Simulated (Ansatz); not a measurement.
## Run report: WH₆, nudged elastic band (part 2 of 2)

Continued. System: WH₆. Method: RKS revPBE/def2-TZVP (Ansatz 0.2.0). The run did not end well. It belongs to a series of runs on one base structure; here: band between the two ends.

Geometry of the input (Å):
```
W  0.0881  0.0000  0.0881
H  0.4549  -0.0563  1.7505
H  1.7505  0.0563  0.4549
H  -0.5384  1.4702  -0.5124
H  -1.4061  0.1005  1.0630
H  -0.5124  -1.4702  -0.5384
H  1.0630  -0.1005  -1.4061
```

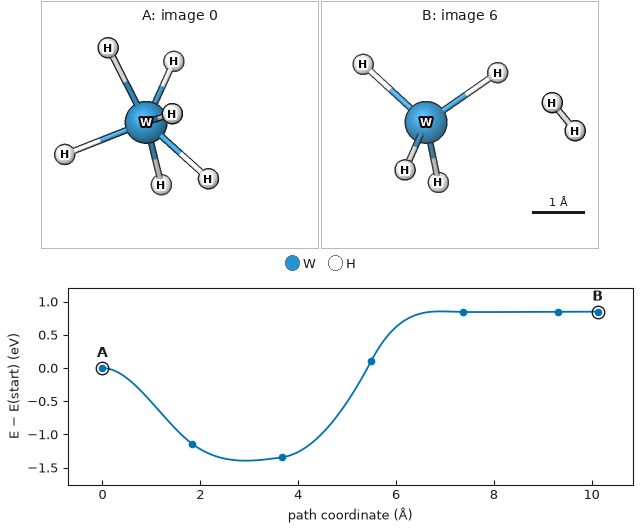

*Images of the last band (counted from 0; ball-and-stick, seen at a tilt) above the energy along the path; the line is a cubic interpolation that uses the forces.*

No image lies above both ends; the end is 0.849 eV above the start. The path is 10.13 Å long. The band had not converged after 60 iterations.

```
Unfinished report: {"positions_ang":[[-0.9106167861945514,-0.00355364375666499,-0.8043533806899816],[2.3526739861091075,-0.018746539871867234,2.4229685693659717],[3.0960377887336703,0.03721972594995747,2.4893441375448084],[-0.37145848620767125,1.4434934326329414,-0.06770785676322087],[-2.6174189079462824,0.11573340692255644,-0.7734944993185449],[-0.34592462603233226,-1.3882833068696303,0.027009780018681845],[-0.30359296846194184,-0.18586307500729346,-2.3940667501577164]],"unchecked":["starts","cluster_reference","orbital_swaps","neighbouring_geometries","increment"],"mean_field":{"relativity":"none","state":{"energy":{"ev":-1920.517791683899,"hartree":-70.57772707066907},"converged":true,"gradient_ev":9.110197653045726e-6,"stability":{"kind":"minimum","curvature_ev":1.7444486689105227},"curvature_floor_ev":0.00030000000000000003,"spin_squared":1.4210854715202004e-14},"others":[{"energy":{"ev":-1920.4648457042508,"hartree":-70.57578134180507},"converged":true,"gradient_ev":7.210104820867242e-7,"stability":{"kind":"minimum","curvature_ev":0.5871324738884605},"curvature_floor_ev":0.002115452701136746,"spin_squared":3.552713678800501e-15}],"fillings":{"estimated":0,"unestimated":0,"tried":0,"untried":0,"excluded_magnetic_sites":0},"n_dropped_functions":0,"n_trapped_functions":0,"passes":{"evaluations":9,"products":83},"factors":{"origin":"density fitting in generated functions","count":588,"bound_ev":null},"gradient_stop_ev":0.00005233346006731568,"reference_kind":"stationary","functional":{"name":"revPBE","citations":["Zhang & Yang, Phys. Rev. Lett. 80, 890 (1998) doi:10.1103/PhysRevLett.80.890","Perdew, Burke & Ernzerhof, Phys. Rev. Lett. 77, 3865 (1996) doi:10.1103/PhysRevLett.77.3865"],"text":"name \"revPBE\"\ncite \"Zhang & Yang, Phys. Rev. Lett. 80, 890 (1998) doi:10.1103/PhysRevLett.80.890\"\ncite \"Perdew, Burke & Ernzerhof, Phys. Rev. Lett. 77, 3865 (1996) doi:10.1103/PhysRevLett.77.3865\"\nparameter kappa = 1.245\nparameter beta = 0.06672455060314922\nexchange = pbe_x(kappa = kappa, mu = beta*pi^2/3)\ncorrelation = pbe_c(beta = beta)\n","parameters":{"beta":{"value":0.06672455060314922,"default":0.06672455060314922},"kappa":{"value":1.245,"default":1.245}},"final_grid":{"core_spheres":13.0,"valence_spheres":11.0,"degree":36.0},"final_grid_parameter_source":"default","radial_points_factor":1.0,"radial_grid_error_ev":3.302647371798941e-7,"grid_sensitivity":"normal","grid_sensitivity_ratio":0.001870803151768979},"unsmoothed_excess_ev":-0.00005966211977831028,"symmetry":{"irreps":["A"],"axes":[[0.01942266273891966,0.9992357889975477,-0.03392046813618897],[0.7255715100191309,-0.03742884206939442,-0.6871281289758863],[-0.6878726219444179,-0.011265867378606928,-0.7257439880643307]],"occupied":[{"A":10},{"A":10}]},"density_repulsion":{"missed_ev":0.000034466287695972024,"excess_ev":0.000034454871186900586,"most_excess_ev":0.00026,"are_drawn_again":false,"n_first_factors":588,"energy_change_ev":0.0,"n_dropped_ends":0},"direct_passes":"host"},"factors":{"origin":"density fitting in generated functions","count":588,"bound_ev":null},"n_frozen":0,"n_occupied":[10,10],"n_virtual":[66,66],"reference":{"ev":-1920.517791683899,"hartree":-70.57772707066907},"total":{"ev":-1920.517791683899,"hartree":-70.57772707066907},"forces_ev_per_angstrom":[[0.007487910323368406,-0.0038042801453153875,0.006585183539224108],[-0.017372785737893647,-0.0014966831308420832,-0.005519947887174771],[0.017712903838324655,0.001445868600008708,0.004330599717907092],[-0.007374975409000666,0.0032023687156024893,-0.0022670925852632533],[0.00044015227061719475,0.0049770613390120524,0.00014715487352723016],[-0.000879572266909114,-0.001704841978790543,-0.006317317987002293],[-0.000013633018439695854,-0.002619493400046651,0.003041420328722511]],"charge_distribution":{"dipole_moment_e_ang":[-0.00521483275418333,0.0003401446303370624,-0.006566028950501651],"mulliken_charges_e":[0.35583188272492094,0.0026092242298260127,-0.0036419641725109475,-0.0897351784360525,-0.08764520409566812,-0.0902011689971387,-0.08721759125336304],"lowdin_charges_e":[0.21561222902111865,0.0033262253914105866,-0.0016311898474117292,-0.05448694143556776,-0.054224526453217514,-0.05470205068460232,-0.05389374599171659]},"n_threads":2,"memory_gib":2.556818182580173,"seconds":{"hamiltonian":2.028799196,"orbitals":0.0,"second_order":0.0,"solver_start":0.0,"cycles":0.0,"cycle":0.0,"perturbative":0.0,"full_ci_increment":0.0,"forces":0.0}}
this run last wrote the band of iteration 60 to [file]
Error: NEB band did not converge after 60 iterations: max|band force component| = 2.97e-1 eV/Å (threshold 3.0e-2); raise `neb.max_iterations` in a new run, which can start from the last band evaluated (`neb.initial_path`, with `crystal.atoms` and `neb.final_atoms` set to its first and last images), add images, or start from endpoints closer to local minima. Where this run's directory can be resumed (`checkpoint.write`), a resume goes on for up to `neb.max_iterations` more; to start a new run from the last band, take its images' positions from the `neb_iteration` event of iteration 60 (`data.images[].positions_ang`), in the event stream of the run that computed that iteration (not this run's, if it was resumed behind it). With `checkpoint.write`, `steps/00-neb/state/checkpoint.json` in the run directory holds the last saved band, under `neb.evaluated.images[].positions_ang` (a band under a hybrid functional on support functions is neither saved nor resumed: `neb.initial_path` says where its path is): check the last entry of `neb.iterations` there, which is earlier than 60 if that iteration was not saved or its write failed. If the band's step has no `state` directory and holds `state.next`, a write was cut short, and the file is under `state.next` instead (behind a loss of power it can be under `state.prev`)
this run wrote the band of iteration 60 to [file] as well, whether or not its events were kept: a new run's `neb.initial_path` can list its `images[].positions_ang`
a run's events are kept only if it was started with --events-out <file>, and are in that file
```

**The last band as extended XYZ (Å, eV, eV/Å)**
```
7
Properties=species:S:1:pos:R:3:forces:R:3 image=0 energy=-1921.36388
W     0.0881    0.0000    0.0881   -0.0204   0.0000  -0.0204
H     0.4549   -0.0563    1.7505    0.0031   0.0261  -0.0052
H     1.7505    0.0563    0.4549   -0.0052  -0.0261   0.0031
H    -0.5384    1.4702   -0.5124    0.0178  -0.0077   0.0111
H    -1.4061    0.1005    1.0630   -0.0046  -0.0173  -0.0017
H    -0.5124   -1.4702   -0.5384    0.0111   0.0077   0.0178
H     1.0630   -0.1005   -1.4061   -0.0017   0.0173  -0.0046
7
Properties=species:S:1:pos:R:3:forces:R:3 image=1 energy=-1922.50288
W     0.2393    0.0188   -0.1151    0.1392   0.0471  -0.1050
H     0.7374   -0.7940    1.2838    0.0589  -0.2097  -0.1824
H     1.5262    0.6491    0.7862   -0.0852   0.2398   0.1569
H    -0.2889    1.6269   -0.0054    0.0556   0.0706   0.1759
H    -1.3745    0.2911    0.3425    0.0282  -0.0590  -0.2594
H    -0.6697   -1.3282    0.3178   -0.0940   0.0333   0.2814
H     0.7299   -0.4638   -1.7101   -0.1027  -0.1222  -0.0675
7
Properties=species:S:1:pos:R:3:forces:R:3 image=2 energy=-1922.70790
W     0.4827   -0.0649    0.0086    0.0076  -0.0102  -0.0441
H     0.9812   -1.3709    0.9869   -0.1167  -0.2808  -0.0411
H     1.3370    1.2624    0.6541   -0.0113   0.2815  -0.1313
H    -0.5138    1.1212    0.6491   -0.0705  -0.1089   0.0854
H    -1.0867    0.0758   -0.5903    0.1602  -0.0189   0.0495
H    -0.7752   -0.7374    0.8917   -0.0110   0.1306   0.0381
H     0.4745   -0.2862   -1.7004    0.0417   0.0067   0.0436
7
Properties=species:S:1:pos:R:3:forces:R:3 image=3 energy=-1921.25498
W     0.0092   -0.0129   -0.1201    0.6676   0.0985  -0.0760
H     1.6445   -0.4679    0.9468   -0.8153  -0.2976  -0.2628
H     1.6703    0.4184    0.9220   -0.7818   0.2904  -0.3886
H    -0.3206    1.5030    0.5469    0.0083   0.0191   0.0689
H    -1.7577    0.0720   -0.2575    0.7736  -0.0551   0.5264
H    -0.4623   -1.4011    0.7147   -0.0057  -0.0414   0.0722
H     0.1162   -0.1115   -1.8530    0.1533  -0.0139   0.0599
7
Properties=species:S:1:pos:R:3:forces:R:3 image=4 energy=-1920.51978
W    -0.7844    0.0205   -0.4314    0.0165  -0.0006   0.0065
H     2.4171   -0.4266    1.5583    0.0036   0.0302  -0.0023
H     2.4437    0.3232    1.5457    0.0023  -0.0307  -0.0027
H    -0.4084    1.4189    0.4784   -0.0052   0.0036   0.0020
H    -2.3812    0.0731   -1.0418   -0.0051   0.0000  -0.0138
H    -0.5600   -1.2969    0.6361   -0.0041  -0.0017  -0.0010
H     0.1730   -0.1122   -1.8456   -0.0081  -0.0007   0.0113
7
Properties=species:S:1:pos:R:3:forces:R:3 image=5 energy=-1920.51773
W    -0.9106   -0.0036   -0.8044    0.0075  -0.0038   0.0066
H     2.3527   -0.0187    2.4230   -0.0174  -0.0015  -0.0055
H     3.0960    0.0372    2.4893    0.0177   0.0014   0.0043
H    -0.3715    1.4435   -0.0677   -0.0074   0.0032  -0.0023
H    -2.6174    0.1157   -0.7735    0.0004   0.0050   0.0001
H    -0.3459   -1.3883    0.0270   -0.0009  -0.0017  -0.0063
H    -0.3036   -0.1859   -2.3941    0.0000  -0.0026   0.0030
7
Properties=species:S:1:pos:R:3:forces:R:3 image=6 energy=-1920.51474
W    -0.9210    0.0000   -0.9210   -0.0021   0.0000  -0.0021
H     2.4889   -0.0203    3.0176    0.0006  -0.0002  -0.0001
H     3.0176    0.0203    2.4889   -0.0001   0.0002   0.0006
H    -0.2740    1.4202   -0.2187   -0.0018  -0.0009  -0.0006
H    -2.5983    0.0981   -0.5948    0.0041   0.0007   0.0000
H    -0.2187   -1.4202   -0.2740   -0.0006   0.0009  -0.0018
H    -0.5948   -0.0981   -2.5983    0.0000  -0.0007   0.0041
```

**What the run reported**

| quantity | value |
| --- | --- |
| outcome | not converged |
| barrier, forward (band not converged) | 0.846 eV |
| barrier, backward | −0.003 eV |
| wall time | 6.1 min (CPU time 12 min) |
| peak memory | 0.15 GiB |

**What went wrong**

The run did not converge: “NEB band did not converge after 60 iterations: max|band force component| = 2.97e-1 eV/Å (threshold 3.0e-2); raise `neb.max_iterations` in a new run, which can start from the last band evaluated (`neb.initial_path`, with `crystal.atoms` and `neb.final_atoms` set to its first and last images), add images, or start from endpoints closer to local minima …” Its last values are not results.
